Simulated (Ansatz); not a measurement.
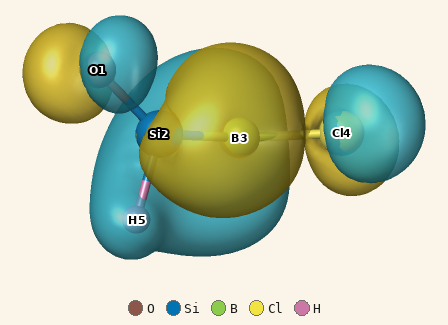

*BClHOSi (charge −1). The HOMO at ±0.06 Å⁻³ᐟ² (yellow and cyan are the two phases), seen at a tilt.*

Geometry: PBE0-D4/def2-TZVPD.

Level of theory: RKS PBE0-D4/def2-TZVPPD in Ansatz 0.2.0.

```yaml
atoms:
  - { symbol: O, position_ang: [-0.4708, 2.4945, -0.0812] }
  - { symbol: Si, position_ang: [0.2764, 1.1766, 0.2692] }
  - { symbol: B, position_ang: [0.2993, -0.5331, -0.5937] }
  - { symbol: Cl, position_ang: [1.3379, -1.5740, -1.5559] }
  - { symbol: H, position_ang: [0.4845, 0.8325, 1.7373] }
```

Where does this orbital lie, and at what energy?

It lies mainly on B3 (about 45 %), Si2 (about 30 %), Cl4 (about 10 %) and O1 (about 10 %). Its energy is −0.18 eV.
